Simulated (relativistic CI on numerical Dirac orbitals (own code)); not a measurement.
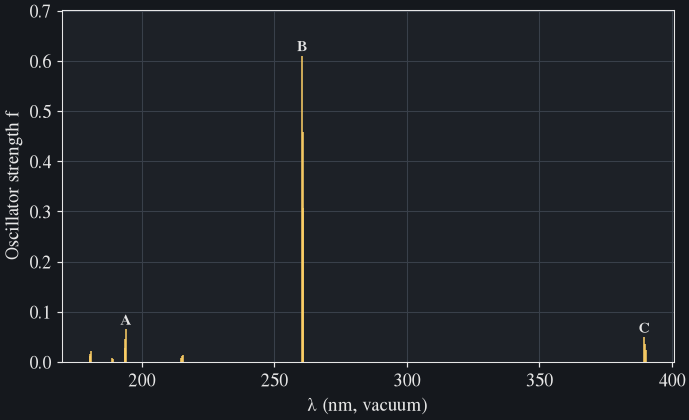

Computed spectrum: absorption lines from the lowest level (oscillator strengths f) of an atom or ion with 25 electrons. Level of the calculation: Dirac CI, KLI exchange-only orbitals, Breit term, model QED, valence Slater integrals scaled by 0.85, configurations tied to the tabulated ionisation limit (in-house radial CI code).

**Identify the ion and assign the lettered lines.**

Neutral manganese. A: 3d⁵ 4s 6p ⁶P°₇/₂ ← 3d⁵ 4s² ⁶S₅/₂, 194.0 nm, f = 0.065; B: 3d⁵ 4s 4p ⁶P°₇/₂ ← 3d⁵ 4s² ⁶S₅/₂, 260.5 nm, f = 0.61; C: 3d⁵ 4s 4p ⁶P°₇/₂ ← 3d⁵ 4s² ⁶S₅/₂, 389.5 nm, f = 0.049.

Note: configurations built on the next ion are tied to the tabulated ionisation energy, low ones can still be off by several thousand cm⁻¹ and the others by 10000 or more; rates and lifetimes follow the computed energies and can be off by orders of magnitude; one shift a configuration: terms inside it, and wavelengths, can be off by thousands of cm⁻¹; only a limited list of configurations is included, so lower levels can be missing; only lines among the lowest 300 of 9214 levels are drawn, so those from 3d⁵ 4s 4p, 3d⁶ 4p, 3d⁵ 4s 4d and 3d⁵ 4s 5s are incomplete.
